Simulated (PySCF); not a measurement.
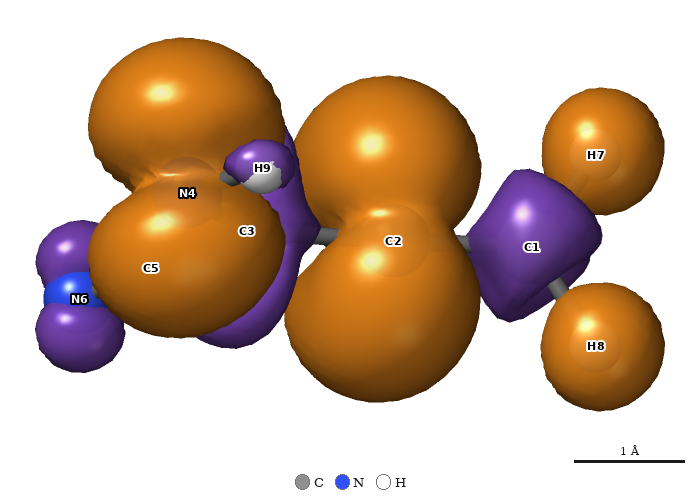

*C4H3N2 (SMILES [H]/N=C(\[C]=C)C#N) (doublet). Isosurfaces of the spin density at +0.015 (orange) and −0.015 e/Å³ (purple), seen from one side.*

Geometry: GFN2-xTB.

All numbers below come from UKS B3LYP, pcH-1 on C H N, non-relativistic, mean-field spin-orbit, GIAO in PySCF 2.14.0, density-fitted response routines.

```yaml
atoms:
  - { symbol: C, position_ang: [-1.7414, -0.3400, -0.1922] }
  - { symbol: C, position_ang: [-0.4934, -0.1034, -0.0131] }
  - { symbol: C, position_ang: [0.8373, 0.0983, 0.2404] }
  - { symbol: N, position_ang: [1.5508, -0.4473, 1.1883] }
  - { symbol: C, position_ang: [1.4869, 1.0156, -0.6525] }
  - { symbol: N, position_ang: [1.9704, 1.7503, -1.3837] }
  - { symbol: H, position_ang: [-2.0980, -1.1327, -0.8380] }
  - { symbol: H, position_ang: [-2.5195, 0.2502, 0.2755] }
  - { symbol: H, position_ang: [1.0203, -1.0850, 1.7774] }
```

Describe the spin distribution.

Answer. The unpaired spin (1 electron) lies mostly on N4 (about 0.5) and C2 (about 0.4), in electrons by Hirshfeld's partition.
